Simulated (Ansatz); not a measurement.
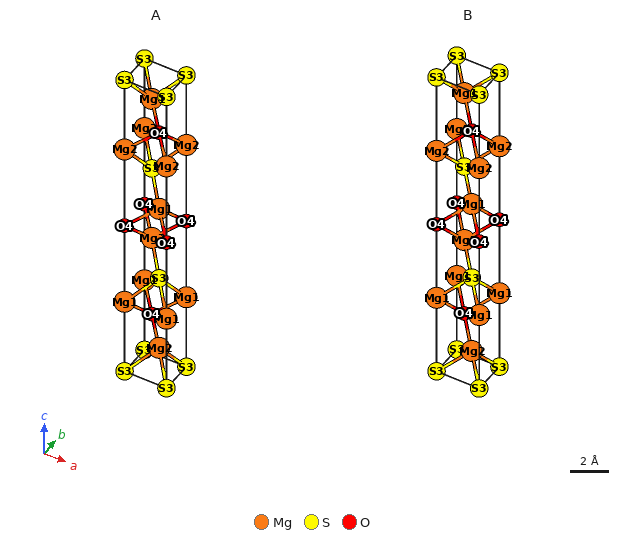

Two geometries of solid Mg2SO (a generated structure, set up in R-3m) (coarse preliminary run), drawn at one scale. One is the start of a relaxation, the other its converged end. A ball-and-stick model of the conventional cell (3 times the calculation's cell), seen from a free direction. Lengths and directions refer to the drawn axes.

Method: DFT PBE, scalar-relativistic, plane waves, PAW (Ansatz). Set-up: plane-wave cutoff 420 eV; k-point mesh 6 × 6 × 6; occupations gaussian; smearing width 0.1 eV; no spin polarisation; cell and atoms relaxed; force threshold 0.05 eV/Å; at most 80 steps.

Question: Which of the two is the end point?

Answer: Structure A is the relaxed one. The largest moves relative to the cell, 0.19 Å, are those of Mg1 and Mg2. Mg2 goes along +c. S and O stay in place. The drawn cell changes as follows: a = b 3.426 → 3.369 Å (−1.7 %), c 16.783 → 16.637 Å (−0.9 %); the volume changes by −4.1 %. Some distances before and after: Mg1–O4 2.422 → 2.284 Å, Mg1–S3 2.422 → 2.503 Å. Bond angles that change, for instance: S3–Mg2–O4 180.0° → 172.6°, S3–Mg2–S3 90.0° → 84.6°, Mg1–S3–Mg1 90.0° → 84.6°. The space group stays R-3m (No. 166). Over 3 accepted moves (4 points after the start) the energy falls by 137 meV per atom. Largest force component: 2.8 eV/Å at the start, 0.02 eV/Å at the end. The pressure goes from −0.17 to −0.11 GPa. At 1 point the geometry stayed and the basis and grid were re-selected for the new cell (energy shift of 0.6 meV per atom at most each time). The run took of the order of 6 core-seconds on a shared host.
